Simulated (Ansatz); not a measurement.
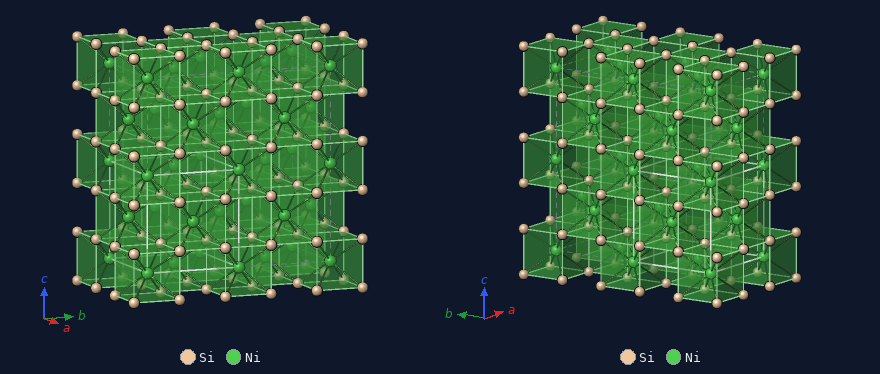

Polyhedra are drawn about Ni (bonds: Ni–Si below 2.6 Å); other atoms are plain spheres. Two views of the same piece.

System Si2Ni (space group Fm-3m, No. 225); source of the atomic positions: the end point of a relaxation with DFT PBE+D3(BJ), scalar-relativistic, plane waves, PAW (Ansatz 0.2.0).

What figure surrounds each Ni atom, and what does it share with the other drawn polyhedra?

Ni: NiSi8 cube, sharing edges with twelve neighbours.

What is the connectivity of the polyhedra: isolated, groups, chains, layers or framework?

They form a three-dimensional framework of edge-sharing cubes.

How far apart are the centres of linked polyhedra?

Centre to centre across a shared edge: 3.81 Å.
